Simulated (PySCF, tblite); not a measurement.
# C₃H₈BSSi radical: geometry, infrared bands and EPR parameters

Aim: predict the infrared bands and EPR parameters of C₃H₈BSSi radical (`[SiH2]SBC1CC1`).

Programs: tblite 0.8.0 and PySCF 2.14.0, with density-fitted response routines of our own. Each step states its level of theory. These are calculated values for one molecule in the gas phase, unless marked as measured. Atoms count from 0, in the outputs and in this text.

### 1 The starting structure

14 atoms, charge 0, multiplicity 2; geometry from: force field or distance geometry start.

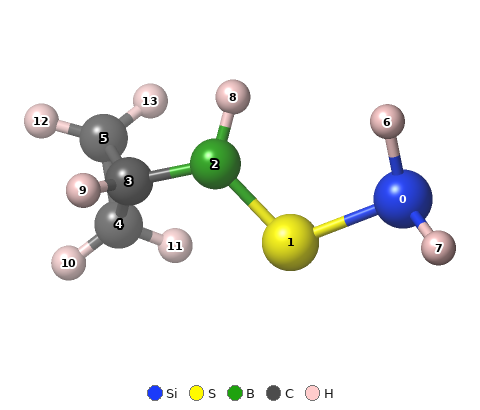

The starting geometry (silicon blue, sulfur yellow, boron green, carbon dark grey, hydrogen pink), atoms numbered.

### 2 Optimising the geometry with GFN2-xTB

What the job is given:

```
{"job": {"kind": "relax", "xc": "GFN2-xTB", "basis": "xTB"}, "charge": 0, "multiplicity": 2}
Si     3.562000    -0.469300    -0.406900
S      1.578000    -1.112800     0.170500
B      0.507800     0.332600     0.683300
C     -1.023000     0.106200     1.074200
C     -1.882000    -0.730900     0.140400
C     -2.024300     0.770100     0.177200
H      3.673500     0.928000     0.077300
H      4.609300    -1.259700     0.251600
H      0.801200     1.453400     0.413200
H     -1.287700     0.083400     2.154000
H     -2.701600    -1.336100     0.544700
H     -1.274500    -1.205800    -0.662900
H     -2.982300     1.138300     0.609100
H     -1.556900     1.302200    -0.687800
```

Run with:

```sh
> OMP_NUM_THREADS=1 python probes_run.py task.json out
```

One launch serves the whole session: the jobs run in the order shown.

What it wrote:

```text
step      E/eV     max force
  0    -453.05799    1.395
  1    -453.18364    1.029
  2    -453.29873    0.572
  3    -453.32353    0.407
  4    -453.35829    0.377
  5    -453.37556    0.393
  6    -453.40396    0.432
  7    -453.42446    0.388
  8    -453.44566    0.403
  9    -453.45984    0.369
 10    -453.46972    0.219
 11    -453.47549    0.153
 12    -453.47902    0.122
 13    -453.48111    0.115
 14    -453.48284    0.106
 15    -453.48471    0.114
 16    -453.48646    0.124
 17    -453.48761    0.074
 18    -453.48819    0.070
 19    -453.48862    0.069
 20    -453.48927    0.076
 21    -453.49028    0.099
 22    -453.49142    0.081
 23    -453.49221    0.061
 24    -453.49263    0.058
 25    -453.49292    0.056
 26    -453.49324    0.048
 27    -453.49354    0.047
 28    -453.49372    0.035
 29    -453.49383    0.030
 30    -453.49395    0.033
 31    -453.49413    0.043
 32    -453.49437    0.043
 33    -453.49466    0.054
 34    -453.49498    0.061
 35    -453.49536    0.060
 36    -453.49585    0.061
 37    -453.49644    0.073
 38    -453.49715    0.078
 39    -453.49808    0.085
 40    -453.49927    0.086
 41    -453.50059    0.095
 42    -453.50194    0.091
 43    -453.50310    0.078
 44    -453.50411    0.096
 45    -453.50518    0.125
 46    -453.50622    0.099
 47    -453.50721    0.065
 48    -453.50821    0.065
 49    -453.50896    0.070
 50    -453.50987    0.075
 51    -453.51065    0.072
 52    -453.51127    0.077
 53    -453.51189    0.095
 54    -453.51264    0.109
 55    -453.51391    0.147
 56    -453.51607    0.170
 57    -453.51943    0.143
 58    -453.52135    0.107
 59    -453.52259    0.112
 60    -453.52385    0.111
 61    -453.52605    0.145
 62    -453.53344    0.201
 63    -453.53867    0.269
 64    -453.54062    0.300
 65    -453.54610    0.158
 66    -453.54822    0.166
 67    -453.55094    0.119
 68    -453.55490    0.115
 69    -453.55874    0.172
 70    -453.56101    0.181
 71    -453.56615    0.276
 72    -453.57136    0.255
 73    -453.58010    0.201
 74    -453.58412    0.202
 75    -453.58866    0.212
 76    -453.59656    0.249
 77    -453.60091    0.255
 78    -453.60665    0.156
 79    -453.60933    0.175
 80    -453.61265    0.145
 81    -453.61642    0.163
 82    -453.62051    0.120
 83    -453.62343    0.089
 84    -453.62525    0.085
 85    -453.62644    0.103
 86    -453.62761    0.107
 87    -453.62907    0.098
 88    -453.63069    0.107
 89    -453.63208    0.094
 90    -453.63317    0.068
 91    -453.63381    0.056
 92    -453.63407    0.059
 93    -453.63435    0.044
 94    -453.63468    0.038
 95    -453.63505    0.044
 96    -453.63552    0.051
 97    -453.63612    0.054
 98    -453.63686    0.069
 99    -453.63768    0.074
100    -453.63853    0.076
101    -453.63933    0.065
102    -453.64005    0.060
103    -453.64071    0.059
104    -453.64146    0.067
105    -453.64248    0.104
106    -453.64394    0.109
107    -453.64558    0.095
108    -453.64696    0.071
109    -453.64772    0.088
110    -453.64841    0.093
111    -453.64910    0.070
112    -453.65004    0.067
113    -453.65046    0.056
114    -453.65069    0.055
115    -453.65087    0.054
116    -453.65119    0.054
117    -453.65171    0.068
118    -453.65260    0.087
119    -453.65334    0.105
120    -453.65496    0.111
121    -453.65608    0.091
122    -453.65713    0.057
123    -453.65754    0.062
124    -453.65799    0.038
125    -453.65826    0.037
126    -453.65850    0.037
127    -453.65875    0.026
128    -453.65886    0.027
129    -453.65895    0.023
130    -453.65901    0.018
131    -453.65907    0.018
132    -453.65916    0.021
133    -453.65927    0.024
134    -453.65940    0.026
135    -453.65952    0.027
136    -453.65965    0.035
137    -453.65978    0.039
138    -453.65993    0.039
139    -453.66014    0.044
140    -453.66049    0.057
141    -453.66110    0.074
142    -453.66200    0.072
143    -453.66308    0.061
144    -453.66397    0.076
145    -453.66414    0.067
146    -453.66469    0.068
147    -453.66495    0.054
148    -453.66539    0.041
149    -453.66619    0.089
150    -453.66676    0.060
151    -453.66723    0.070
152    -453.66744    0.041
153    -453.66722    0.107
154    -453.66769    0.023
155    -453.66777    0.016
156    -453.66789    0.022
157    -453.66791    0.014
158    -453.66793    0.007
```

Wall time 1 s (1 thread of Arm Neoverse V1, shared host).

Relaxation path: (not every step is listed)

```tsv
step	energy from step 0 (eV)	largest force (eV/Å)
0	0.0000	1.3949
1	-0.1257	1.0293
2	-0.2407	0.5724
3	-0.2655	0.4070
4	-0.3003	0.3773
5	-0.3176	0.3932
6	-0.3460	0.4320
7	-0.3665	0.3878
8	-0.3877	0.4029
22	-0.4334	0.0807
36	-0.4379	0.0613
50	-0.4519	0.0746
64	-0.4826	0.3003
78	-0.5487	0.1562
92	-0.5761	0.0589
106	-0.5859	0.1089
120	-0.5970	0.1109
134	-0.6014	0.0259
148	-0.6074	0.0415
153	-0.6092	0.1071
154	-0.6097	0.0226
155	-0.6098	0.0164
156	-0.6099	0.0217
157	-0.6099	0.0139
158	-0.6099	0.0070
```

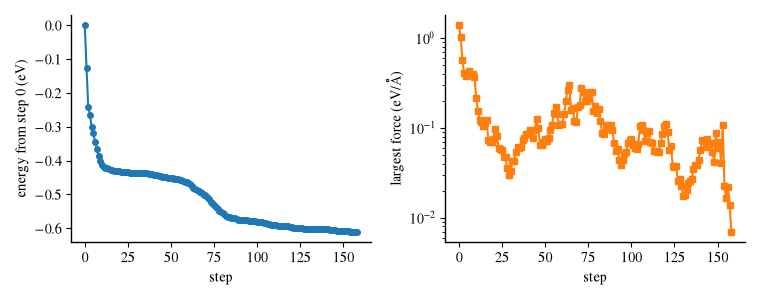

Energy and force, step by step.

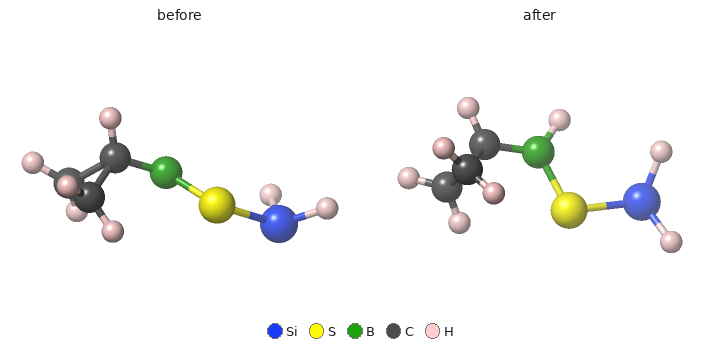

Before and after, at one scale.

Distances of close pairs at the start and the end, largest changes first:

```tsv
bond	before (Å)	after (Å)	change (Å)
S1–B2	1.870	1.778	-0.092
B2–C3	1.596	1.546	-0.050
C5–H13	1.118	1.080	-0.038
C5–H12	1.113	1.080	-0.034
C4–H11	1.113	1.080	-0.034
C4–C5	1.508	1.480	-0.028
Si0–H6	1.483	1.455	-0.028
C3–H9	1.112	1.086	-0.026
```

The end geometry stands in the next job.

### 3 Harmonic vibrations with GFN2-xTB

What the job is given:

```
{"job": {"kind": "ir", "xc": "GFN2-xTB", "basis": "xTB"}, "charge": 0, "multiplicity": 2}
Si     3.422418     0.040900    -0.305891
S      1.312323    -0.321548    -0.553527
B      0.525532     0.478454     0.826216
C     -1.011481     0.414141     0.979603
C     -1.798013    -0.809702     0.535955
C     -1.922850     0.445744    -0.237941
H      3.796484    -0.012120     1.099366
H      4.056510    -0.951565    -1.153917
H      1.193656     1.040247     1.609958
H     -1.428182     0.910368     1.851456
H     -2.621287    -1.124927     1.159615
H     -1.240496    -1.623865     0.097325
H     -2.834548     1.019290    -0.162518
H     -1.450743     0.494109    -1.207816
```

What it wrote:

```text
mode    cm-1     km/mol
  1      45.5      3.16
  2      86.2      0.37
  3     108.3      0.63
  4     114.7      1.55
  5     164.0      1.04
  6     270.5      0.86
  7     440.7      9.64
  8     504.2     35.75
  9     528.8     27.09
 10     548.8     44.98
 11     682.3     72.89
 12     702.2    252.19
 13     737.4     32.92
 14     804.9      0.80
 15     873.6     15.85
 16     874.9     13.61
 17     907.6      2.70
 18    1001.5    101.57
 19    1021.1     45.83
 20    1066.2     13.82
 21    1070.5      0.35
 22    1115.7      0.22
 23    1158.2    165.38
 24    1165.2      0.40
 25    1260.9      7.83
 26    1354.6     42.16
 27    1436.2      0.28
 28    1481.1      0.17
 29    2311.4    207.55
 30    2357.3    278.73
 31    2605.6    114.96
 32    3017.4     48.65
 33    3080.9     22.75
 34    3082.1     19.54
 35    3087.7      9.43
 36    3105.1     96.00
```

Wall time 0.42 s (1 thread of Arm Neoverse V1, shared host).

The strongest bands and the atoms that carry them (share of the mass-weighted mode):

```tsv
cm⁻¹	km/mol	atoms
682	72.9	H8 55 %, B2 34 %
702	252.2	H6 42 %, H7 40 %
1002	101.6	H8 28 %, H10 12 %, H12 12 %
1158	165.4	B2 37 %, H8 21 %, C3 15 %, H9 12 %
2311	207.6	H6 94 %
2357	278.7	H7 94 %
2606	115.0	H8 92 %
3105	96.0	H13 29 %, H11 25 %, H12 18 %, H10 16 %
```

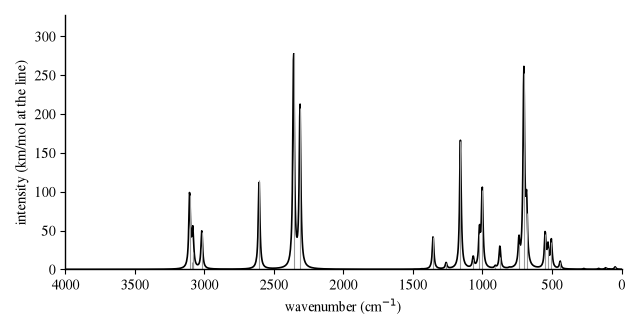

The infrared spectrum from these modes, unscaled. Lines are broadened to a width of 14 cm⁻¹ (Lorentzian).

### 4 EPR parameters: B3LYP/pcH-1

Settings changed since step 3:

```diff
@@ -1,2 +1,2 @@
-{"job": {"kind": "ir", "xc": "GFN2-xTB", "basis": "xTB"}, "charge": 0, "multiplicity": 2}
+{"job": {"kind": "epr", "basis": "pcH-1"}, "charge": 0, "multiplicity": 2}
 Si     3.422418     0.040900    -0.305891
```

Level: UKS B3LYP, pcH-1 on B C H S Si, non-relativistic, mean-field spin-orbit, GIAO.

What it wrote:

```text
UKS, coarse grid
  cycle   1  E = -831.62319531  |g| = 3.04e-01
  cycle   2  E = -831.58718390  |g| = 3.84e-01
  cycle   3  E = -831.67016316  |g| = 5.03e-02
  cycle   4  E = -831.67141832  |g| = 1.06e-02
  cycle   5  E = -831.67147888  |g| = 5.33e-03
  cycle   6  E = -831.67149424  |g| = 1.57e-03
  cycle   7  E = -831.67149644  |g| = 4.61e-04
UKS, final grid
  cycle   1  E = -831.67153374  |g| = 5.76e-04
  cycle   2  E = -831.67153354  |g| = 8.38e-04
  cycle   3  E = -831.67153395  |g| = 7.01e-05
  cycle   4  E = -831.67153395  |g| = 1.44e-05
E = -831.67153395 Eh   <S^2> = 0.7515 (exact 0.7500)
g shifts (ppm)      1          2          3
  rmc          -143       -143       -143
  gc             -2         66         58
  oz_so          94       2591       6719
  total         -51       2514       6634
hyperfine (MHz)  atom isotope    a_iso     a_fc   dipolar eigenvalues
    0  29Si    -528.04    -528.74   -161.56     79.99     81.57
    1   33S       5.93       5.84    -12.46    -10.49     22.95
    2   11B       0.93       0.97     -1.74     -0.49      2.23
    3   13C      -0.49      -0.48     -0.39     -0.08      0.47
    4   13C       4.49       4.49     -0.48     -0.45      0.94
    5   13C       1.40       1.40     -0.44     -0.31      0.74
    6    1H      74.97      74.93     -8.75      1.16      7.60
    7    1H      57.45      57.41     -8.85      0.90      7.95
    8    1H      -0.47      -0.47     -2.02     -0.87      2.88
    9    1H      -0.26      -0.26     -0.59     -0.50      1.09
   10    1H       1.80       1.80     -0.48     -0.40      0.88
   11    1H      -0.20      -0.19     -1.23     -0.41      1.64
   12    1H       0.99       0.99     -0.46     -0.37      0.83
   13    1H      -0.22      -0.22     -0.85     -0.60      1.45
```

Wall time 70 s (1 thread of Arm Neoverse V1, shared host); peak memory 0.94 GiB.

Principal g values 2.00227, 2.00483, 2.00895; g(iso) = 2.00535, against 2.00232 for a free electron.

Mean a(iso) over the nuclei that a row names, and the largest dipolar term of the row (other rows stand at the frozen geometry):

```tsv
nuclei	isotope	a(iso) (MHz)	a(iso) (G, at g = 2.0023)	largest dipolar term (MHz)
Si0	29Si	-528.0	-188.4	-161.6
H6, H7	1H	66.2	23.6	-8.9
S1	33S	5.9	2.1	23.0
C4, C5	13C	2.9	1.1	0.9
H10, H12	1H	1.4	0.5	0.9
B2	11B	0.9	0.3	2.2
C3	13C	-0.5	-0.2	0.5
H8	1H	-0.5	-0.2	2.9
H9	1H	-0.3	-0.1	1.1
H11, H13	1H	-0.2	-0.1	1.6
```

Mulliken spin populations:

Si0 0.86; S1 0.07; B2 0.02; C3 0.00; C4 0.00; C5 0.00; H6 0.02; H7 0.02; H8 0.00; H9 0.00; H10 0.00; H11 0.00; H12 0.00; H13 0.00

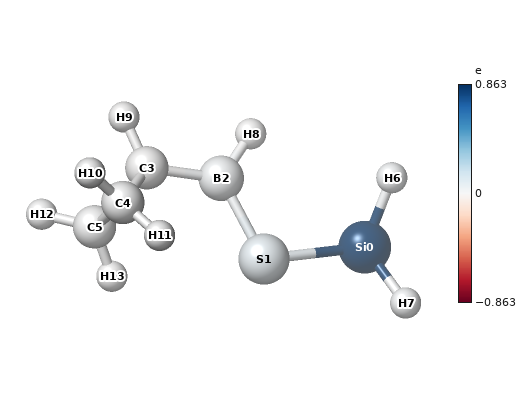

Mulliken spin populations, as colours on the atoms.

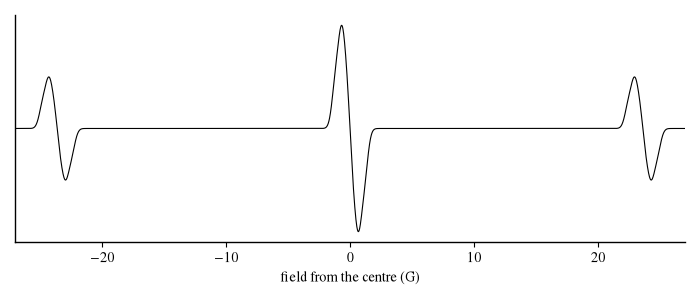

First-order isotropic spectrum (first derivative, main isotopes with spin only, couplings over 0.8 MHz, Gaussian width 0.3 G; couplings of the frozen geometry, rotation of groups not averaged beyond the rows shown).

The fields below are evaluated on a grid from the run's orbitals.

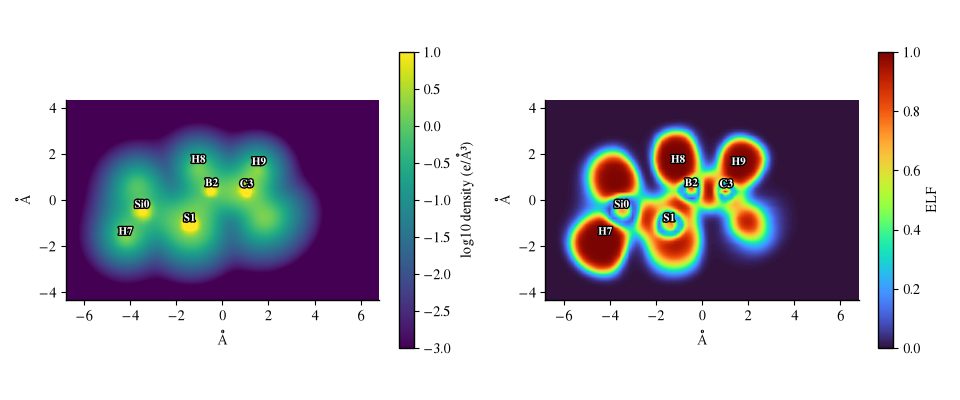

Density (left) and ELF (right) in a plane through or near 7 of the atoms.

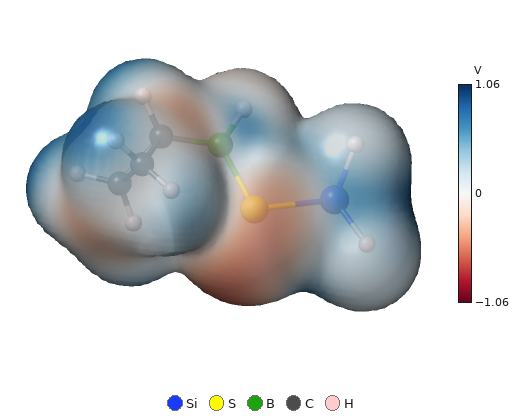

The potential that a unit positive charge feels on the 0.002 e/bohr³ surface, from -0.58 V near S1 to 1.06 V near H7.

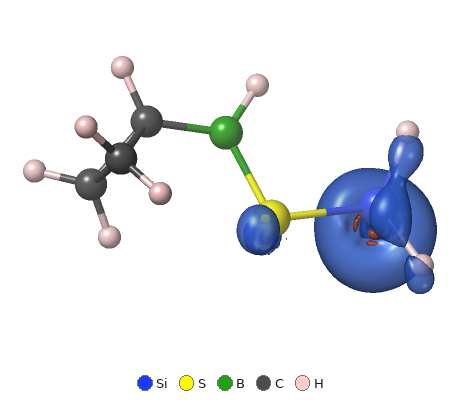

Spin density at ±0.04 e/Å³ (alpha excess blue, beta excess red).

### 5 Results

| quantity | value |
| --- | --- |
| strongest single infrared mode (GFN2-xTB) | 2357 cm⁻¹, 279 km/mol |
| zero-point energy (GFN2-xTB) | 63.1 kcal/mol |
| g(iso) (B3LYP) | 2.00535 |
| ⟨S²⟩ | 0.752 (exact 0.75) |
| largest a(iso) (averaged by class) | 29Si on Si0, -528.0 MHz |
| surface potential, least and greatest | -0.58 V and 1.06 V |

**Reading.** The optimisation took 158 steps and gained 0.610 eV; among the close pairs (by a distance rule), S1–B2 changed most, from 1.870 to 1.778 Å. No mode is imaginary among the 36: a minimum at this level. The strongest single mode, at 2357 cm⁻¹, moves mainly H7. Unscaled tight-binding wavenumbers are off by several per cent, some by more. Its intensities can rank the bands wrongly. Si0 carries the largest spin population, 0.86 e. The isotropic g lies 3.0 ppt above the free-electron value.
